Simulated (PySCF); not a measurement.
C2H6Cl2Si, SMILES `C[Si](C)(Cl)Cl`.

Computed with PySCF, 6-31G* basis, geometry: GFN2-xTB. No frequency check shows the geometry to be a minimum. GFN2-xTB bond lengths at metals and heavier atoms can be off by up to 0.1 Å and shapes distorted, which carries into these values.

The calculation's input:

```python
import numpy as np
from pyscf import gto, scf, mcscf

mol = gto.M(atom='''
C     -0.00473    -1.36106    -1.58168
Si     0.00010    -0.30508    -0.00026
C      0.00540    -1.36275     1.57989
Cl    -1.64886     0.88468     0.00404
Cl     1.64840     0.88551    -0.00344
H     -0.88172    -1.99973    -1.62681
H     -0.01791    -0.73753    -2.47193
H      0.87229    -2.00323    -1.62736
H      0.01826    -0.74015     2.47081
H      0.88272    -2.00102     1.62434
H     -0.87127    -1.99752     1.63504
''', basis='6-31g*', charge=0, spin=0, verbose=4)
# stretch the bond between atoms 2 and 4, from long to short, fragments rigid
a, b, move = 1, 3, [3]
xyz = mol.atom_coords(unit='Angstrom')
u = xyz[b] - xyz[a]
r0 = np.linalg.norm(u)
rows, last, dm_u = [], None, None
for r in [5.96, 4.69, 3.83, 3.3, 2.88, 2.56, 2.34, 2.13, 1.96]:
    new = xyz.copy()
    new[move] += u / r0 * (r - r0)
    m = mol.set_geom_(new, unit='Angstrom', inplace=False)
    rhf = scf.RHF(m).density_fit(auxbasis='def2-universal-jkfit').run()
    uhf = scf.UHF(m).density_fit(auxbasis='def2-universal-jkfit').newton()
    if dm_u is None:
        c = rhf.mo_coeff
        h = m.nelectron // 2 - 1
        ca, cb = c.copy(), c.copy()
        ca[:, h], cb[:, h] = (c[:, h] + c[:, h + 1]) / 2**.5, (c[:, h] - c[:, h + 1]) / 2**.5
        dm_u = np.array([x[:, :h + 1] @ x[:, :h + 1].T for x in (ca, cb)])
    uhf.kernel(dm0=dm_u)
    for _ in range(3):
        c, _, stable, _ = uhf.stability(return_status=True)
        if stable:
            break
        uhf.kernel(c, uhf.mo_occ)
    dm_u = uhf.make_rdm1()
    mc = mcscf.CASSCF(rhf, 2, 2)
    mc.natorb = True
    mc.fix_spin_(ss=0)
    guess = mcscf.addons.make_natural_orbitals(uhf)[1] if last is None else mcscf.project_init_guess(mc, last.mo_coeff, last.mol)
    mc.kernel(guess)
    last = mc
    act = slice(mc.ncore, mc.ncore + mc.ncas)
    print('r %.3f  RHF %.6f  UHF %.6f  <S^2> %.3f  CASSCF %.6f  occupations' % (r, rhf.e_tot, uhf.e_tot, uhf.spin_square()[0], mc.e_tot), mc.mo_occ[act].round(4))
    rows.append((new, rhf.e_tot, uhf.e_tot, uhf.spin_square()[0], mc.e_tot, mc.mo_occ[act], mc.mo_coeff[:, act], dm_u[0] - dm_u[1], rhf.converged and uhf.converged and mc.converged))
    np.savez('result.npz', **{k: [row[i] for row in rows] for i, k in enumerate('xyz rhf uhf s2 cas occ c spin ok'.split())})
```

Launched as:

```sh
OMP_NUM_THREADS=1 python input.py
```

The run took 6 min on 1 thread of Intel(R) Xeon(R) Platinum 8259CL CPU @ 2.50GHz (Skylake/Cascade Lake) (shared host), peak memory 0.41 GiB.

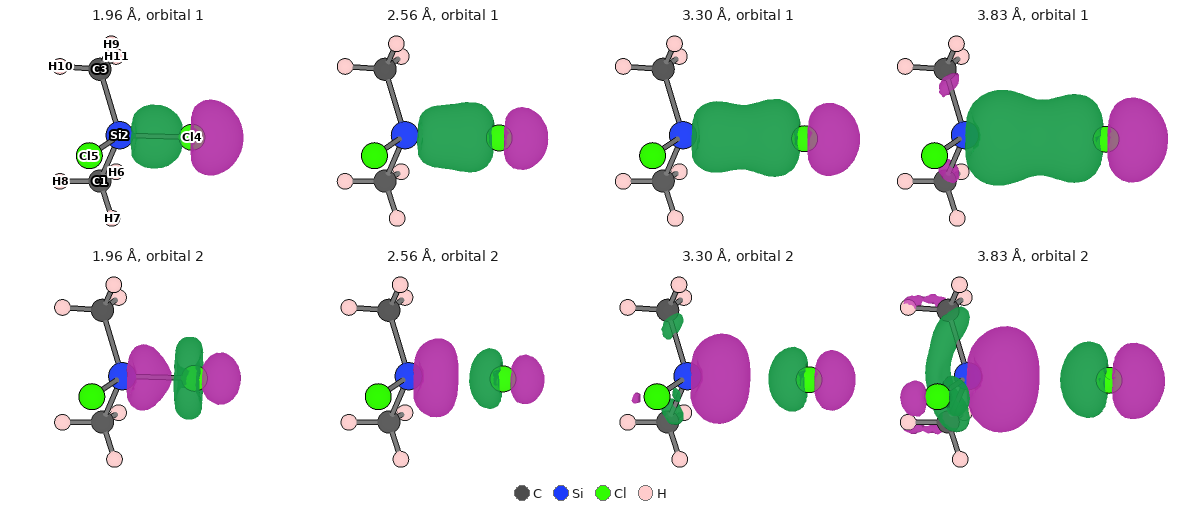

Rigid stretch of the Si2–Cl4 bond. The two CASSCF(2,2) natural orbitals nearest half filling (orbital 1 the more occupied).

> How do the occupations change along the stretch?

1.96 Å: 1.99 and 0.01; 2.56 Å: 1.96 and 0.04; 3.30 Å: 1.84 and 0.16; 3.83 Å: 1.58 and 0.42. At the longest distance computed (5.96 Å) they are 1.02 and 0.98, and the effective number of unpaired electrons is 2.0.

> Where does the UHF solution part from RHF?

Between 2.88 Å (⟨S²⟩ = 0, the two coincide) and 3.30 Å (⟨S²⟩ = 0.61); at 5.96 Å ⟨S²⟩ is 1.01 and UHF lies 3.1 eV below RHF.

> How much energy does the stretch cost?

By CASSCF, 4.1 eV from the lowest point of the scan (2.13 Å) to 5.96 Å; RHF gives 6.7 eV from its own lowest point. The fragments aren't relaxed and dynamic correlation is missing, so this isn't a bond dissociation energy.
